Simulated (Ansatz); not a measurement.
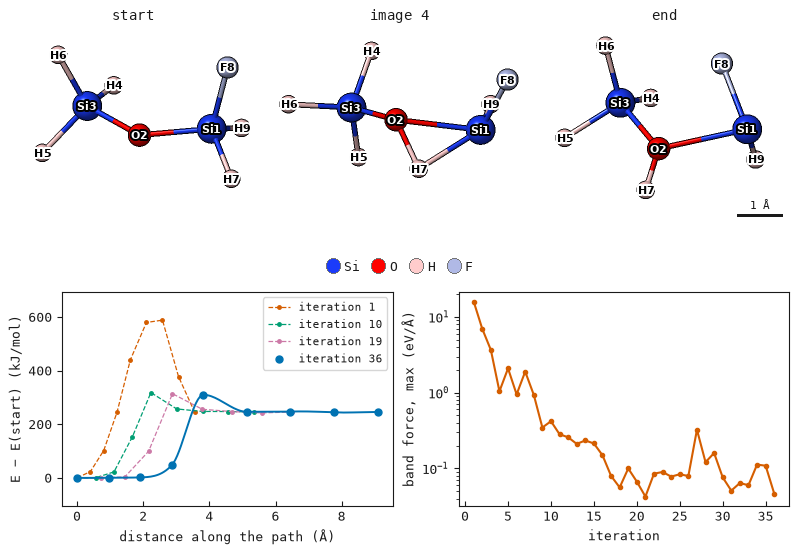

A search for the minimum-energy path of Si$_{2}$H$_{5}$OF by the nudged elastic band. Images are numbered from 0 (start) to 8 (end). The plot follows the band through its iterations. The picture is a ball-and-stick view, seen from a free direction.

Computed with RKS PBE-D4/6-31G* (Ansatz 0.2.0). Run with 7 movable images; climbing image; force threshold 0.05 eV/Å; iteration limit 60; starting path through a guess of the saddle point.

### Judge this run.

The run is converged, with reservations. The band converged in 36 iterations. The largest component of the band force went from 16 to 0.047 eV/Å. The climbing image converged on the top of the path. Its vibrational analysis gives one imaginary mode (1300i cm⁻¹), as a transition state must have. The first iteration put the highest image at 588.5 kJ/mol. Forward barrier 310.1 kJ/mol, backward barrier 64.1 kJ/mol, with image 4 at the top; the reaction energy is +246.0 kJ/mol.

Cost: 8.2 min on 1 thread of Arm Neoverse V2, on a shared host, peak memory 0.15 GiB.
